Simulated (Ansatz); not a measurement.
# CHBSi (singlet): the correlation ladder, cc-pVDZ

Aim: climb from Hartree-Fock through coupled cluster and multireference methods for CHBSi (singlet) at one geometry and basis, and see what each rung misses.

The runs use Ansatz 0.2.0, Gaussian basis; cc-pVDZ, core rule «outside noble gas», up to 7 orbitals frozen.

To be run: UHF; CCSD(T) on RHF; CCSD(T) on UHF; BCCD(T) on RHF; CISD; CCSDT(Q) on RHF; CCSDT(Q) on UHF; CASSCF and MRCISD+Q, 8 electrons in 8 orbitals; CASSCF and NEVPT2, 8 electrons in 8 orbitals.

18 further runs of the same task are left out: 5 that didn't finish, 13 set aside as unsound or not needed.

### 1 The system

The geometry is a PBE0/def2-TZVP stationary point (not a proven minimum) of the parent state, kept for this charge and spin.

4 atoms, charge 0, spin multiplicity 1.

Atoms are counted from 1 here; the program's logs count them from 0.

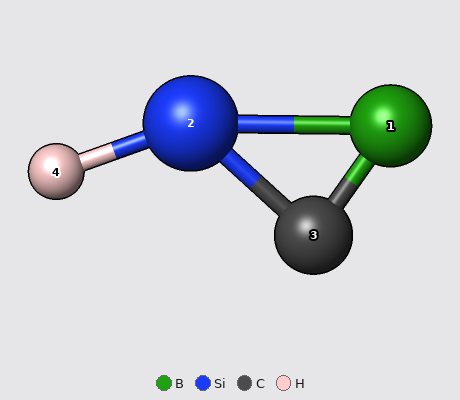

The structure; boron green, silicon blue, carbon dark grey, hydrogen pink; atoms are numbered from 1 in the order of the file.

In the tables R marks a restricted determinant and U an unrestricted one; 'frontier' is the active space of 8 electrons in 8 orbitals; energies count from the table's Hartree-Fock row.

### 2 UHF

The input, in.yaml:

```yaml
crystal:
  periodic: [false, false, false]
  atoms:
    - {symbol: B, position_ang: [0.000000, -0.542119, 1.311636]}
    - {symbol: Si, position_ang: [0.000000, -0.137461, -0.752718]}
    - {symbol: C, position_ang: [0.000000, 0.754866, 0.750494]}
    - {symbol: H, position_ang: [0.000000, 0.649881, -2.037416]}
basis:
  gaussian: {orbitals: cc-pVDZ}
magnetization: {spin_polarized: true, initial_magnetization: 0}
hamiltonian: {xc: hf}
output: {orbitals: {seedname: orbitals}}
```

Command:

```bash
$ ansatz run in.yaml --threads 1 --pin off --events-out ev --progress --plain --max-ram 2393MiB
```

Log:

```text
Functional definition: HF
  name "HF"
  cite "Fock, Z. Phys. 61, 126 (1930) doi:10.1007/BF01340294"
  parent pbe
  exchange = exact_x
  correlation = 0
493 factors; integrals over basis functions are off by at most 1.1e-3 eV
mean field evaluation 1: about -9568.1268 eV, gradient 2.6e1 eV
mean field evaluation 2: about -9568.1314 eV, gradient 2.6e1 eV
mean field evaluation 4: about -9572.6396 eV, gradient 2.2e0 eV
mean field evaluation 8: about -9572.7207 eV, gradient 8.3e-3 eV
mean field evaluation 16: about -9572.7982 eV, gradient 6.4e-1 eV
mean field evaluation 32: about -9573.2795 eV, gradient 2.0e0 eV
mean field evaluation 64: about -9574.6060 eV, gradient 3.2e-1 eV
mean field evaluation 96: about -9572.5539 eV, gradient 2.8e0 eV
mean field evaluation 128: about -9570.4400 eV, gradient 5.4e0 eV
mean field evaluation 160: about -9572.6348 eV, gradient 2.2e0 eV
mean field -9574.61695685 eV, -351.8606832558 hartree, gradient 5.4e-5 eV, S^2 1.157800; 6 other end points of the search recorded, 0 dependent functions left out
reference -9574.61695685 eV, -351.8606832558 hartree; 13, 13 occupied and 38, 38 virtual orbitals, 493 factors
Total energy: -9574.61695685 eV, -351.8606832558 hartree
```

It took 2.8 s on 1 thread of Arm Neoverse N1, shared host.

From the report: ⟨S²⟩ of the determinant 1.158 (pure singlet: 0.00). The determinant is far from a pure spin state, so its energy mixes those of several spin states (harmless only where they are near-degenerate, as at dissociation).

The unrestricted solution breaks the spin symmetry, so the restricted determinant is unstable here.

### 3 CCSD(T) on RHF

in.yaml, as its differences from that of step 2:

```diff
@@ -9,4 +9,3 @@
   gaussian: {orbitals: cc-pVDZ}
-magnetization: {spin_polarized: true, initial_magnetization: 0}
-hamiltonian: {xc: hf}
-output: {orbitals: {seedname: orbitals}}
+magnetization: {spin_polarized: false}
+correlation: {method: ccsd_t, electrons: outside_noble_gas}
```

Same command.

Log, cut to the lines that bear on the results:

```text
Functional definition: HF
  name "HF"
  cite "Fock, Z. Phys. 61, 126 (1930) doi:10.1007/BF01340294"
  parent pbe
[...]
493 factors; integrals over basis functions are off by at most 1.1e-3 eV
[...]
mean field -9572.72070941 eV, -351.7909974478 hartree, gradient 3.1e-6 eV, S^2 0.000000; 3 other end points of the search recorded, 0 dependent functions left out; unrestricted orbitals would lower it
[...]
unrestricted determinant -9574.61695685 eV, -351.8606832558 hartree, S^2 1.1578
7 core orbitals not correlated: weight in the atoms' cores, before any rotation towards them, 1.000 or more for the frozen orbitals, at most 0.000 for the correlated occupied ones
reference -9572.72070941 eV, -351.7909974478 hartree; 6, 6 occupied and 38, 38 virtual orbitals, 493 factors
second order -8.54350711 eV of doubles, -0.00000000 eV of singles
cycle   1  -8.50533458 eV  change    3.8e-2 eV  update   1.3e-1
[...]
cycle  15  -9.20047866 eV  change    1.3e-5 eV  update   1.3e-5
perturbative correction -0.82554319 eV, -0.0303381528 hartree
Total energy: -9582.74673126 eV, -352.1594469549 hartree
```

It took 4.5 s on 1 thread of Arm Neoverse N1, shared host.

From the report: correlation -10.0260 eV; T1 0.066; largest double amplitude 0.27.

### 4 CCSD(T) on UHF

in.yaml, as its differences from that of step 3:

```diff
@@ -9,3 +9,3 @@
   gaussian: {orbitals: cc-pVDZ}
-magnetization: {spin_polarized: false}
+magnetization: {spin_polarized: true, initial_magnetization: 0}
 correlation: {method: ccsd_t, electrons: outside_noble_gas}
```

Launched as before.

Log, cut to the lines that bear on the results:

```text
Functional definition: HF
  name "HF"
  cite "Fock, Z. Phys. 61, 126 (1930) doi:10.1007/BF01340294"
  parent pbe
[...]
493 factors; integrals over basis functions are off by at most 1.1e-3 eV
[...]
mean field -9574.61695685 eV, -351.8606832558 hartree, gradient 2.8e-6 eV, S^2 1.157798; 15 other end points of the search recorded, 0 dependent functions left out
determinant -9574.61695685 eV, -351.8606832558 hartree, with singles and doubles -9582.31951259 eV, -352.1437469582 hartree
determinant -9573.01344021 eV, -351.8017551062 hartree, with singles and doubles -9581.81270329 eV, -352.1251220600 hartree
determinant -9572.31874847 eV, -351.7762256556 hartree, with singles and doubles -9579.82013091 eV, -352.0518963757 hartree
determinant -9572.27410009 eV, -351.7745848580 hartree, with singles and doubles -9580.02580267 eV, -352.0594546735 hartree
determinant -9571.50132270 eV, -351.7461858127 hartree, with singles and doubles -9579.03535717 eV, -352.0230564727 hartree
determinant -9574.61695685 eV, -351.8606832558 hartree, with singles and doubles -9582.32497020 eV, -352.1439475218 hartree
determinant -9573.01344021 eV, -351.8017551062 hartree, with singles and doubles -9581.91789078 eV, -352.1289876289 hartree
determinant -9572.72070941 eV, -351.7909974478 hartree, with singles and doubles -9581.90024574 eV, -352.1283391858 hartree
7 core orbitals not correlated: weight in the atoms' cores, before any rotation towards them, 1.000 or more for the frozen orbitals, at most 0.000 for the correlated occupied ones
reference -9574.61695685 eV, -351.8606832558 hartree; 6, 6 occupied and 38, 38 virtual orbitals, 493 factors
second order -6.82300484 eV of doubles, -0.00000000 eV of singles
cycle   1  -7.70801229 eV  change    1.1e-6 eV  update   3.7e-6
perturbative correction -0.47411993 eV, -0.0174235861 hartree
Total energy: -9582.79908907 eV, -352.1613710688 hartree
```

Wall time 20 s (1 thread of Arm Neoverse N1, shared host).

From the report: ⟨S²⟩ of the determinant 1.158 (pure singlet: 0.00); correlation -8.1821 eV; T1 0.046; largest double amplitude 0.06. The determinant is far from a pure spin state, so its energy mixes those of several spin states (harmless only where they are near-degenerate, as at dissociation).

### 5 BCCD(T) on RHF

in.yaml, as its differences from that of step 4:

```diff
@@ -9,3 +9,3 @@
   gaussian: {orbitals: cc-pVDZ}
-magnetization: {spin_polarized: true, initial_magnetization: 0}
-correlation: {method: ccsd_t, electrons: outside_noble_gas}
+magnetization: {spin_polarized: false}
+correlation: {method: bccd_t, electrons: outside_noble_gas}
```

Launched as before.

Log, cut to the lines that bear on the results:

```text
Functional definition: HF
  name "HF"
  cite "Fock, Z. Phys. 61, 126 (1930) doi:10.1007/BF01340294"
  parent pbe
[...]
493 factors; integrals over basis functions are off by at most 1.1e-3 eV
[...]
mean field -9572.72070941 eV, -351.7909974478 hartree, gradient 3.1e-6 eV, S^2 0.000000; 3 other end points of the search recorded, 0 dependent functions left out; unrestricted orbitals would lower it
[...]
unrestricted determinant -9574.61695685 eV, -351.8606832558 hartree, S^2 1.1578
7 core orbitals not correlated: weight in the atoms' cores, before any rotation towards them, 1.000 or more for the frozen orbitals, at most 0.000 for the correlated occupied ones
reference -9572.72070941 eV, -351.7909974478 hartree; 6, 6 occupied and 38, 38 virtual orbitals, 493 factors
second order -8.54350711 eV of doubles, -0.00000000 eV of singles
cycle   1  -8.54445709 eV  change   -9.5e-4 eV  update   1.3e-1
[...]
cycle  16  -9.14863778 eV  change    7.6e-7 eV  update   1.1e-5
perturbative correction -0.84017822 eV, -0.0308759801 hartree
Total energy: -9582.70952541 eV, -352.1580796651 hartree
```

It took 4.9 s on 1 thread of Arm Neoverse N1, shared host.

From the report: correlation -9.9888 eV; largest double amplitude 0.26.

### 6 CISD

in.yaml, as its differences from that of step 5:

```diff
@@ -9,3 +9,2 @@
   gaussian: {orbitals: cc-pVDZ}
-magnetization: {spin_polarized: false}
-correlation: {method: bccd_t, electrons: outside_noble_gas}
+correlation: {active_space: {ras: {orbitals: [6, 0, 38], electrons: 12, max_holes: 2, max_particles: 2}, fixed_orbitals: true}}
```

Launched as before.

Log:

```text
Functional definition: HF
  name "HF"
  cite "Fock, Z. Phys. 61, 126 (1930) doi:10.1007/BF01340294"
  parent pbe
  exchange = exact_x
  correlation = 0
493 factors; integrals over basis functions are off by at most 1.1e-3 eV
mean field evaluation 1: about -9568.1268 eV, gradient 3.6e1 eV
mean field evaluation 2: about -9568.1314 eV, gradient 3.6e1 eV
mean field evaluation 4: about -9572.6396 eV, gradient 3.1e0 eV
mean field evaluation 8: about -9572.7200 eV, gradient 2.3e-1 eV
mean field evaluation 16: about -9572.0615 eV, gradient 6.3e0 eV
mean field evaluation 32: about -9568.3629 eV, gradient 4.1e-3 eV
mean field -9572.72070941 eV, -351.7909974478 hartree, gradient 3.1e-6 eV, S^2 0.000000; 3 other end points of the search recorded, 0 dependent functions left out
reference -9572.72070941 eV, -351.7909974478 hartree; 13, 13 occupied and 38, 38 virtual orbitals, 493 factors
state -9580.67187324 eV, -352.0831973289 hartree
Total energy: -9580.67187324 eV, -352.0831973289 hartree
```

It took 2.5 s on 1 thread of Arm Neoverse N1, shared host.

From the report: 38,785 determinants.

### 7 CCSDT(Q) on RHF

in.yaml, as its differences from that of step 6:

```diff
@@ -9,2 +9,3 @@
   gaussian: {orbitals: cc-pVDZ}
-correlation: {active_space: {ras: {orbitals: [6, 0, 38], electrons: 12, max_holes: 2, max_particles: 2}, fixed_orbitals: true}}
+magnetization: {spin_polarized: false}
+correlation: {method: ccsdt_q, electrons: outside_noble_gas}
```

Same command.

Log, cut to the lines that bear on the results:

```text
Functional definition: HF
  name "HF"
  cite "Fock, Z. Phys. 61, 126 (1930) doi:10.1007/BF01340294"
  parent pbe
[...]
979 factors; integrals over basis functions are off by at most 1.7e-7 eV
[...]
mean field -9572.72076992 eV, -351.7909996715 hartree, gradient 3.2e-6 eV, S^2 0.000000; 3 other end points of the search recorded, 0 dependent functions left out; unrestricted orbitals would lower it
[...]
unrestricted determinant -9574.61701702 eV, -351.8606854672 hartree, S^2 1.1578
7 core orbitals not correlated: weight in the atoms' cores, before any rotation towards them, 1.000 or more for the frozen orbitals, at most 0.000 for the correlated occupied ones
reference -9572.72076992 eV, -351.7909996715 hartree; 6, 6 occupied and 38, 38 virtual orbitals, 979 factors
second order -8.54353332 eV of doubles, -0.00000000 eV of singles
cycle   1  -8.50532594 eV  change    3.8e-2 eV  update   1.6e-1
[...]
cycle  27  -10.04716042 eV  change    4.5e-7 eV  update   2.9e-7
perturbative correction -0.17268249 eV, -0.0063459646 hartree
Total energy: -9582.94061284 eV, -352.1665719715 hartree
```

Wall time 31 s (1 thread of Arm Neoverse N1, shared host); peak memory 0.26 GiB.

From the report: correlation -10.2198 eV; T1 0.082; largest double amplitude 0.49.

### 8 CCSDT(Q) on UHF

in.yaml, as its differences from that of step 7:

```diff
@@ -9,3 +9,3 @@
   gaussian: {orbitals: cc-pVDZ}
-magnetization: {spin_polarized: false}
+magnetization: {spin_polarized: true, initial_magnetization: 0}
 correlation: {method: ccsdt_q, electrons: outside_noble_gas}
```

Same command.

Log, cut to the lines that bear on the results:

```text
Functional definition: HF
  name "HF"
  cite "Fock, Z. Phys. 61, 126 (1930) doi:10.1007/BF01340294"
  parent pbe
[...]
979 factors; integrals over basis functions are off by at most 1.7e-7 eV
[...]
mean field -9574.61701703 eV, -351.8606854673 hartree, gradient 7.7e-6 eV, S^2 1.157798; 15 other end points of the search recorded, 0 dependent functions left out
determinant -9574.61701703 eV, -351.8606854673 hartree, with singles and doubles -9582.31956783 eV, -352.1437489884 hartree
determinant -9573.01350408 eV, -351.8017574534 hartree, with singles and doubles -9581.81279364 eV, -352.1251253803 hartree
determinant -9572.31880784 eV, -351.7762278373 hartree, with singles and doubles -9579.82018791 eV, -352.0518984703 hartree
determinant -9572.27416651 eV, -351.7745872988 hartree, with singles and doubles -9580.02585782 eV, -352.0594567000 hartree
determinant -9571.50138584 eV, -351.7461881331 hartree, with singles and doubles -9579.03540541 eV, -352.0230582455 hartree
determinant -9574.61701703 eV, -351.8606854673 hartree, with singles and doubles -9582.32502536 eV, -352.1439495488 hartree
determinant -9573.01350408 eV, -351.8017574534 hartree, with singles and doubles -9581.91797699 eV, -352.1289907972 hartree
determinant -9572.72076992 eV, -351.7909996715 hartree, with singles and doubles -9581.90029818 eV, -352.1283411127 hartree
7 core orbitals not correlated: weight in the atoms' cores, before any rotation towards them, 1.000 or more for the frozen orbitals, at most 0.000 for the correlated occupied ones
reference -9574.61701703 eV, -351.8606854673 hartree; 6, 6 occupied and 38, 38 virtual orbitals, 979 factors
second order -6.82302629 eV of doubles, -0.00000000 eV of singles
cycle   1  -7.14782136 eV  change   -3.2e-1 eV  update   1.2e-1
[...]
cycle  34  -8.24685531 eV  change    9.2e-7 eV  update   8.9e-7
perturbative correction -0.05198608 eV, -0.0019104530 hartree
Total energy: -9582.91585842 eV, -352.1656622631 hartree
```

It took 2.2 min on 1 thread of Arm Neoverse N1, shared host; peak memory 0.55 GiB.

From the report: ⟨S²⟩ of the determinant 1.158 (pure singlet: 0.00); correlation -8.2988 eV; T1 0.052; largest double amplitude 0.08. The determinant is far from a pure spin state, so its energy mixes those of several spin states (harmless only where they are near-degenerate, as at dissociation).

### 9 CASSCF and MRCISD+Q, 8 electrons in 8 orbitals

in.yaml, as its differences from that of step 8:

```diff
@@ -9,3 +9,2 @@
   gaussian: {orbitals: cc-pVDZ}
-magnetization: {spin_polarized: true, initial_magnetization: 0}
-correlation: {method: ccsdt_q, electrons: outside_noble_gas}
+correlation: {method: fic_mrcisd_q, electrons: outside_noble_gas, active_space: {window: {electrons: 8, orbitals: 8}}}
```

Same command.

Log, cut to the lines that bear on the results:

```text
Functional definition: HF
  name "HF"
  cite "Fock, Z. Phys. 61, 126 (1930) doi:10.1007/BF01340294"
  parent pbe
[...]
493 factors; integrals over basis functions are off by at most 1.1e-3 eV
[...]
mean field -9572.72070941 eV, -351.7909974478 hartree, gradient 3.1e-6 eV, S^2 0.000000; 3 other end points of the search recorded, 0 dependent functions left out; unrestricted orbitals would lower it
reference -9572.72070941 eV, -351.7909974478 hartree; 13, 13 occupied and 38, 38 virtual orbitals, 493 factors
state -9576.48729314 eV, -351.9294168466 hartree
contracted CI cycle   1: correlation 0.00000000 eV, 0.0000000000 hartree, residual 1.90e1 eV
contracted CI cycle   2: correlation -5.45629537 eV, -0.2005151563 hartree, residual 3.57e0 eV
contracted CI cycle   3: correlation -5.67094365 eV, -0.2084033352 hartree, residual 9.11e-1 eV
contracted CI cycle   4: correlation -5.68551701 eV, -0.2089388962 hartree, residual 2.80e-1 eV
contracted CI cycle   5: correlation -5.68703038 eV, -0.2089945116 hartree, residual 9.14e-2 eV
contracted CI cycle   6: correlation -5.68719291 eV, -0.2090004844 hartree, residual 3.11e-2 eV
contracted CI cycle   7: correlation -5.68721101 eV, -0.2090011495 hartree, residual 1.00e-2 eV
contracted CI cycle   8: correlation -5.68721285 eV, -0.2090012172 hartree, residual 3.27e-3 eV
contracted CI cycle   9: correlation -5.68721303 eV, -0.2090012241 hartree, residual 1.10e-3 eV
state -9576.48729314 eV, -351.9294168466 hartree; corrected -9582.78534063 eV, -352.1608658230 hartree
Total energy: -9582.78534063 eV, -352.1608658230 hartree
```

Run time: 15 s. Hardware: 1 thread of Arm Neoverse N1, shared host.

From the report: 2,450 determinants; active occupations 1.98, 1.92, 1.91, 1.46, 0.55, 0.07, 0.06, 0.05.

### 10 CASSCF and NEVPT2, 8 electrons in 8 orbitals

in.yaml, as its differences from that of step 9:

```diff
@@ -9,2 +9,2 @@
   gaussian: {orbitals: cc-pVDZ}
-correlation: {method: fic_mrcisd_q, electrons: outside_noble_gas, active_space: {window: {electrons: 8, orbitals: 8}}}
+correlation: {method: sc_nevpt2, electrons: outside_noble_gas, active_space: {window: {electrons: 8, orbitals: 8}}}
```

Launched as before.

Log:

```text
Functional definition: HF
  name "HF"
  cite "Fock, Z. Phys. 61, 126 (1930) doi:10.1007/BF01340294"
  parent pbe
  exchange = exact_x
  correlation = 0
493 factors; integrals over basis functions are off by at most 1.1e-3 eV
mean field evaluation 1: about -9568.1268 eV, gradient 3.6e1 eV
mean field evaluation 2: about -9568.1314 eV, gradient 3.6e1 eV
mean field evaluation 4: about -9572.6396 eV, gradient 3.1e0 eV
mean field evaluation 8: about -9572.7200 eV, gradient 2.3e-1 eV
mean field evaluation 16: about -9572.0615 eV, gradient 6.3e0 eV
mean field evaluation 32: about -9568.3629 eV, gradient 4.1e-3 eV
mean field -9572.72070941 eV, -351.7909974478 hartree, gradient 3.1e-6 eV, S^2 0.000000; 3 other end points of the search recorded, 0 dependent functions left out; unrestricted orbitals would lower it
reference -9572.72070941 eV, -351.7909974478 hartree; 13, 13 occupied and 38, 38 virtual orbitals, 493 factors
state -9576.48729314 eV, -351.9294168466 hartree
state -9576.48729314 eV, -351.9294168466 hartree; corrected -9581.71860012 eV, -352.1216638323 hartree
Total energy: -9581.71860012 eV, -352.1216638323 hartree
```

Wall time 12 s (1 thread of Arm Neoverse N1, shared host).

From the report: 2,450 determinants; active occupations 1.98, 1.92, 1.91, 1.46, 0.55, 0.07, 0.06, 0.05.

### 11 Misses and costs

No level here is safe as a reference; RCCSDT(Q) serves as a yardstick only. Rows without a time come out of other runs: HF, MP2 and CCSD of CCSD(T), CCSDT of CCSDT(Q), CASSCF and MRCISD of the multireference runs.

Differences are taken before rounding.

| method | energy from the lowest RHF (kcal/mol) | from RCCSDT(Q) (kcal/mol) | time |
| --- | --- | --- | --- |
| RHF | 0.00 | +235.68 |  |
| UHF | -43.73 | +191.95 |  |
| RMP2 | -197.02 | +38.66 |  |
| UMP2 | -201.07 | +34.61 |  |
| CISD | -183.36 | +52.32 | 2.5 s |
| RCCSD | -212.17 | +23.51 |  |
| UCCSD | -221.48 | +14.20 |  |
| RCCSD(T) | -231.21 | +4.47 | 4.5 s |
| UCCSD(T) | -232.41 | +3.26 | 20 s |
| BCCD(T) | -230.35 | +5.33 | 4.9 s |
| RCCSDT | -231.69 | +3.98 |  |
| UCCSDT | -233.91 | +1.77 |  |
| RCCSDT(Q) | -235.68 | 0 | 31 s |
| UCCSDT(Q) | -235.11 | +0.57 | 2.2 min |
| CASSCF frontier | -86.86 | +148.82 |  |
| NEVPT2 frontier | -207.50 | +28.18 | 12 s |
| MRCISD frontier | -218.01 | +17.67 |  |
| MRCISD+Q frontier | -232.10 | +3.58 | 15 s |

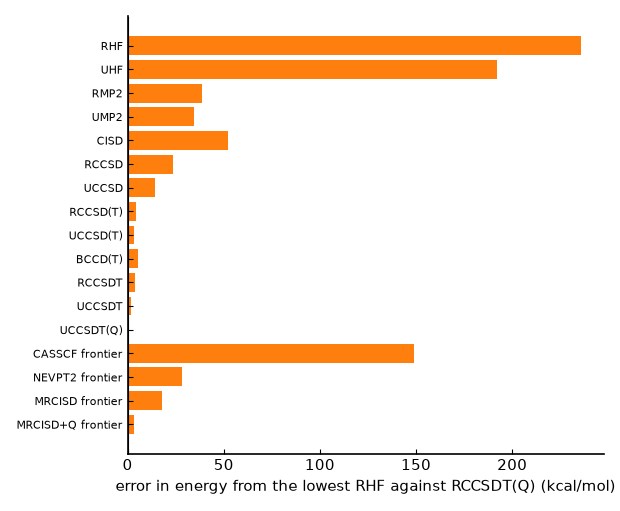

How far each level lands from RCCSDT(Q).

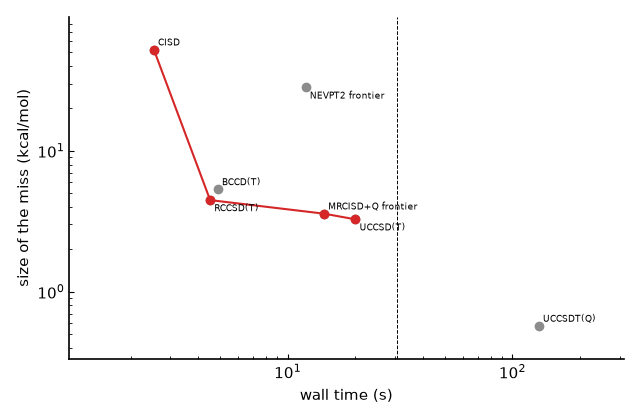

Miss against cost. Red marks the levels that no quicker level drawn beats (of those quicker than the yardstick), and the dashed line is the time of RCCSDT(Q). Times are from a shared host.

### 12 Results

```
                        quantity            value
   RCCSDT(Q) from the RHF energy      -10.2199 eV
             RMP2 from RCCSDT(Q)  +38.66 kcal/mol
             UMP2 from RCCSDT(Q)  +34.61 kcal/mol
            RCCSD from RCCSDT(Q)  +23.51 kcal/mol
         RCCSD(T) from RCCSDT(Q)   +4.47 kcal/mol
         UCCSD(T) from RCCSDT(Q)   +3.26 kcal/mol
        UCCSDT(Q) from RCCSDT(Q)   +0.57 kcal/mol
  NEVPT2 frontier from RCCSDT(Q)  +28.18 kcal/mol
MRCISD+Q frontier from RCCSDT(Q)   +3.58 kcal/mol
                   T1 diagnostic            0.066
```

RCCSD(T) misses by +4.47 kcal/mol, 1.9 % of the correlation energy. CCSD(T) misses by +4.47 kcal/mol on the restricted determinant and by +3.26 kcal/mol on the unrestricted one; the two need not hold the same state or core. Warnings: restricted reference is unstable; spin contamination; large T1 diagnostic.
